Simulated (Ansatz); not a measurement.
# Al(H2S)H3 (AlH₅S): a spread of methods and bases

How do the results and run time of Al(H2S)H3 (AlH₅S) respond when the settings are drawn wide?

Program: Ansatz 0.2.0, Gaussian basis. Level of theory: the settings change from run to run. These are calculated values, not measurements.

## 1. The molecule

An earlier PBE0-D4 in a triple-zeta def2 set relaxation fixed the geometry.

7 atoms, charge 0, spin multiplicity 1.

Atoms are counted from 1 here; the program's logs count them from 0.

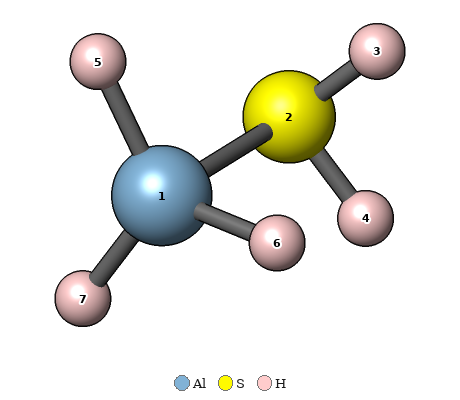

The structure; aluminium light blue, sulfur yellow, hydrogen pink; atoms are numbered from 1 in the order of the file.

## 2. CCSD(T)/aug-cc-pVDZ

Contents of in.yaml:

```yaml
crystal:
  periodic: [false, false, false]
  atoms:
    - {symbol: Al, position_ang: [0.122220, -0.209670, -1.062943]}
    - {symbol: S, position_ang: [0.145958, -0.242913, 1.467945]}
    - {symbol: H, position_ang: [0.519841, 1.033739, 1.658085]}
    - {symbol: H, position_ang: [-1.152268, 0.046615, 1.658857]}
    - {symbol: H, position_ang: [1.709813, -0.197958, -1.229604]}
    - {symbol: H, position_ang: [-0.677453, 1.157687, -1.269646]}
    - {symbol: H, position_ang: [-0.668111, -1.587499, -1.222685]}
basis:
  gaussian: {orbitals: aug-cc-pVDZ}
hamiltonian: {xc: {name: HF}}
correlation: {method: ccsd_t}
scf: {omitted_lower_state_checks: [starts]}
```

Run with:

```console
$ ansatz run in.yaml --threads 2 --pin off --events-out ev --progress --plain --max-ram 31744MiB --backend cpu
```

Log:

```text
Functional definition: HF
  name "HF"
  cite "Fock, Z. Phys. 61, 126 (1930) doi:10.1007/BF01340294"
  parent pbe
  exchange = exact_x
  correlation = 0
these checks for a lower state are left out or cut short: starts
970 factors; integrals over basis functions are off by at most 1.1e-3 eV
mean field evaluation 1: about -17477.8909 eV, gradient 1.4e1 eV
mean field evaluation 2: about -17477.8909 eV, gradient 1.4e1 eV
mean field evaluation 4: about -17478.9977 eV, gradient 1.2e0 eV
mean field evaluation 8: about -17479.0079 eV, gradient 5.1e-4 eV
mean field -17479.00793459 eV, -642.3416938990 hartree, gradient 2.2e-6 eV, S^2 0.000000; 0 other end points of the search recorded, 0 dependent functions left out
10 core orbitals not correlated: weight in the atoms' cores, before any rotation towards them, 1.000 or more for the frozen orbitals, at most 0.000 for the correlated occupied ones
reference -17479.00793459 eV, -642.3416938990 hartree; 7, 7 occupied and 82, 82 virtual orbitals, 970 factors
second order -6.62085792 eV of doubles, -0.00000000 eV of singles
cycle   1  -7.54879279 eV  change   -9.3e-1 eV  update   7.0e-2
cycle   2  -7.87465897 eV  change   -3.3e-1 eV  update   2.3e-2
cycle   3  -7.88874371 eV  change   -1.4e-2 eV  update   5.3e-3
cycle   4  -7.88723383 eV  change    1.5e-3 eV  update   1.8e-3
cycle   5  -7.88668613 eV  change    5.5e-4 eV  update   5.5e-4
cycle   6  -7.88661422 eV  change    7.2e-5 eV  update   1.8e-4
cycle   7  -7.88662324 eV  change   -9.0e-6 eV  update   5.7e-5
cycle   8  -7.88663155 eV  change   -8.3e-6 eV  update   1.8e-5
cycle   9  -7.88663035 eV  change    1.2e-6 eV  update   6.5e-6
perturbative correction -0.19484020 eV, -0.0071602452 hartree
Total energy: -17487.08940514 eV, -642.6386824639 hartree
Checks for a lower state left out: starts
```

It took 2.3 s on 2 threads of AMD EPYC 7R13, shared host.

T1 0.010.

## 3. PBEsol/def2-SVPD

This run has unrestricted orbitals, D3(BJ) with three-body dispersion.

in.yaml, as its differences from that of step 2:

```diff
@@ -11,5 +11,5 @@
 basis:
-  gaussian: {orbitals: aug-cc-pVDZ}
-hamiltonian: {xc: {name: HF}}
-correlation: {method: ccsd_t}
+  gaussian: {orbitals: def2-SVPD}
+magnetization: {spin_polarized: true, initial_magnetization: 0}
+hamiltonian: {xc: {name: PBEsol}, dispersion: d3bjatm}
 scf: {omitted_lower_state_checks: [starts]}
```

The command is unchanged.

Log:

```text
Functional definition: PBEsol
  name "PBEsol"
  cite "Perdew et al., Phys. Rev. Lett. 100, 136406 (2008) doi:10.1103/PhysRevLett.100.136406"
  cite "Perdew, Burke & Ernzerhof, Phys. Rev. Lett. 77, 3865 (1996) doi:10.1103/PhysRevLett.77.3865"
  parent pbesol
  exchange = pbesol_x
  correlation = pbesol_c
these checks for a lower state are left out or cut short: starts
819 factors; their error is unknown
mean field evaluation 1: about -17466.4596 eV, gradient 1.2e1 eV
mean field evaluation 2: about -17467.3030 eV, gradient 6.9e0 eV
mean field evaluation 4: about -17467.7211 eV, gradient 3.5e-1 eV
mean field evaluation 8: about -17467.6891 eV, gradient 1.2e-2 eV
mean field -17467.68912136 eV, -641.9257351852 hartree, gradient 2.1e-5 eV, S^2 0.000000; 0 other end points of the search recorded, 0 dependent functions left out
reference -17467.68918022 eV, -641.9257373479 hartree; 17, 17 occupied and 74, 74 virtual orbitals, 819 factors
Total energy: -17467.73574429 eV, -641.9274485459 hartree
Checks for a lower state left out: starts
```

It took 1 s on 2 threads of AMD EPYC 7R13, shared host.

⟨S²⟩ 0.000.

## 4. BLYP/def2-SVP

Set apart from the defaults: finite nuclei.

in.yaml, as its differences from that of step 3:

```diff
@@ -11,5 +11,4 @@
 basis:
-  gaussian: {orbitals: def2-SVPD}
-magnetization: {spin_polarized: true, initial_magnetization: 0}
-hamiltonian: {xc: {name: PBEsol}, dispersion: d3bjatm}
+  gaussian: {orbitals: def2-SVP, nuclear_model: gaussian}
+hamiltonian: {xc: {name: BLYP}}
 scf: {omitted_lower_state_checks: [starts]}
```

Launched as before.

Log:

```text
Functional definition: BLYP
  name "BLYP"
  cite "Becke, Phys. Rev. A 38, 3098 (1988) doi:10.1103/PhysRevA.38.3098"
  cite "Lee, Yang & Parr, Phys. Rev. B 37, 785 (1988) doi:10.1103/PhysRevB.37.785"
  parameter beta = 0.0042
  parameter a = 0.04918
  parameter b = 0.132
  parameter c = 0.2533
  parameter d = 0.349
  exchange = b88_x(beta = beta)
  correlation = lyp_c(a = a, b = b, c = c, d = d)
these checks for a lower state are left out or cut short: starts
688 factors; their error is unknown
mean field evaluation 1: about -17505.7742 eV, gradient 1.8e1 eV
mean field evaluation 2: about -17506.8329 eV, gradient 9.2e0 eV
mean field evaluation 4: about -17507.2582 eV, gradient 3.3e-1 eV
mean field evaluation 8: about -17507.2236 eV, gradient 8.6e-3 eV
mean field -17507.22357489 eV, -643.3785995548 hartree, gradient 1.3e-5 eV, S^2 0.000000; 0 other end points of the search recorded, 0 dependent functions left out
reference -17507.22390067 eV, -643.3786115272 hartree; 17, 17 occupied and 44, 44 virtual orbitals, 688 factors
Total energy: -17507.22390067 eV, -643.3786115272 hartree
Checks for a lower state left out: starts
```

Run time: 0.4 s. Hardware: 2 threads of AMD EPYC 7R13, shared host.

## 5. LC-wPBE/def2-SVPD

This run has atoms shaken by 0.08 Å, a point charge of 2.00 e beside it, the search for lower states set to off.

Contents of in.yaml:

```yaml
crystal:
  periodic: [false, false, false]
  atoms:
    - {symbol: Al, position_ang: [-0.005894, -0.262853, -1.097017]}
    - {symbol: S, position_ang: [0.266753, -0.177371, 1.451812]}
    - {symbol: H, position_ang: [0.358443, 0.947022, 1.581524]}
    - {symbol: H, position_ang: [-1.046231, 0.097839, 1.691801]}
    - {symbol: H, position_ang: [1.744026, -0.120675, -1.359061]}
    - {symbol: H, position_ang: [-0.722422, 1.169771, -1.157280]}
    - {symbol: H, position_ang: [-0.867815, -1.536789, -1.101017]}
basis:
  gaussian: {orbitals: def2-SVPD, point_charges: [{charge: 2.00, position_ang: [4.285, 0.390, 0.053]}]}
hamiltonian: {xc: {name: LC-wPBE}}
scf: {lower_state_search: off}
output: {forces: true}
```

Same command.

Log (excerpt; [...] marks lines left out):

```text
Functional definition: LC-wPBE
  name "LC-wPBE"
  cite "Vydrov & Scuseria, J. Chem. Phys. 125, 234109 (2006) doi:10.1063/1.2409292"
  cite "Heyd & Scuseria, J. Chem. Phys. 120, 7274 (2004) doi:10.1063/1.1668634"
  cite "Ernzerhof & Perdew, J. Chem. Phys. 109, 3313 (1998) doi:10.1063/1.476928"
  cite "Perdew, Burke & Ernzerhof, Phys. Rev. Lett. 77, 3865 (1996) doi:10.1103/PhysRevLett.77.3865"
  parent pbe
[...]
819 factors; their error is unknown
434 factors; integrals over basis functions are off by at most 2.8e-5 eV
[...]
mean field -17503.13658421 eV, -643.2284054176 hartree, gradient 8.0e-7 eV, S^2 0.000000; 0 other end points of the search recorded, 0 dependent functions left out
[...]
reference -17503.13658422 eV, -643.2284054179 hartree; 17, 17 occupied and 74, 74 virtual orbitals, 819 factors
Total energy: -17503.13658422 eV, -643.2284054179 hartree
Atom 0 at    -0.005894    -0.262853    -1.097017 Å, force     0.079372     1.206272     0.415968 eV/Å
Atom 1 at     0.266753    -0.177371     1.451812 Å, force    -1.756240    -9.486924    -0.875840 eV/Å
Atom 2 at     0.358443     0.947022     1.581524 Å, force     1.670861    10.330227     1.012356 eV/Å
Atom 3 at    -1.046231     0.097839     1.691801 Å, force     0.010749    -0.872689    -0.056967 eV/Å
Atom 4 at     1.744026    -0.120675    -1.359061 Å, force     0.946822     0.103150     0.947275 eV/Å
Atom 5 at    -0.722422     1.169771    -1.157280 Å, force     0.503862    -0.201425    -0.200295 eV/Å
Atom 6 at    -0.867815    -1.536789    -1.101017 Å, force     0.250969    -0.682421    -0.218942 eV/Å
Dipole moment:    -1.292800    -0.023232     0.519962 e Å
Checks for a lower state left out: stability, starts, cluster_reference, orbital_swaps, neighbouring_geometries, increment
```

It took 0.9 s on 2 threads of AMD EPYC 7R13, shared host.

Largest force 10.513 eV/Å, dipole 6.69 D.

## 6. The runs in one table

```csv
level,charge,multiplicity,geometry,functions,energy (eV),time
CCSD(T)/aug-cc-pVDZ,0,1,relaxed,99,-17487.089,2.3 s
PBEsol/def2-SVPD,0,1,relaxed,91,-17467.736,1 s
BLYP/def2-SVP,0,1,relaxed,61,-17507.224,0.4 s
LC-wPBE/def2-SVPD,0,1,"shaken, point charge",91,-17503.137,0.9 s
```

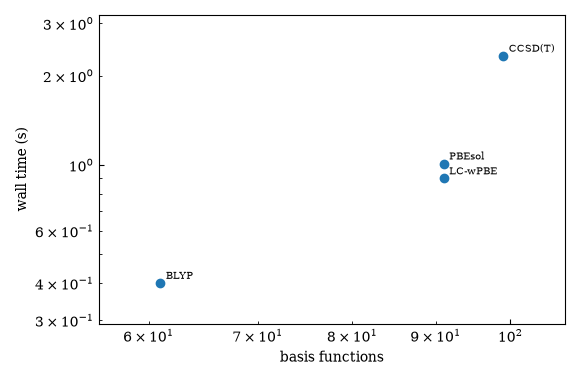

Wall time against the number of basis functions (shared host).

## 7. Results

| quantity | value |
| --- | --- |
| runs | 4 |
| quickest | BLYP/def2-SVP, 0.4 s |
| slowest | CCSD(T)/aug-cc-pVDZ, 2.3 s |
| spread of total energies, same state and geometry | 39.5 eV |

What this shows: Run time spans a factor of 6, from BLYP/def2-SVP to CCSD(T)/aug-cc-pVDZ. The jobs differ in tasks and options as well as level. The totals spread over 39 eV; they can't be compared across methods or bases.
